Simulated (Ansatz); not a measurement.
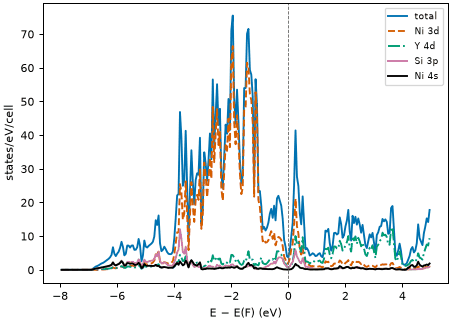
*Total and projected density of states of Y₃Si₂Ni₆ in space group Im-3m (No. 229; Y on 12e, Si on 8c, Ni on 24h), DFT-r²SCAN in the program Ansatz with PAW potentials*

Question: Which orbitals carry the states next to the Fermi level?

Answer: Within 0.5 eV of the Fermi level: Ni 3d 47 %, Y 4d 26 %, Si 3p 16 %. Projections are on Löwdin-orthogonalised atomic valence shells; empty p or d shells of many metals are not among them.

Question: Where is the tallest occupied peak in this window, and what makes it?

Answer: Near -1.9 eV, about 76 states/eV per cell; the largest projected share is Ni 3d.

The first step of the workflow began from a Materials Project structure, measured or hypothetical; the Crystallography Open Database copy checked does not list it. Whether it is the stable phase at ambient conditions was not checked. The cell was relaxed with r²SCAN under the symmetry of its start; whether a distortion lowers the energy is not shown. No spin polarisation was allowed. Scalar-relativistic: spin–orbit coupling is off unless named, which matters more the heavier the elements.

Potentials: the later of the program's two PAW sets.
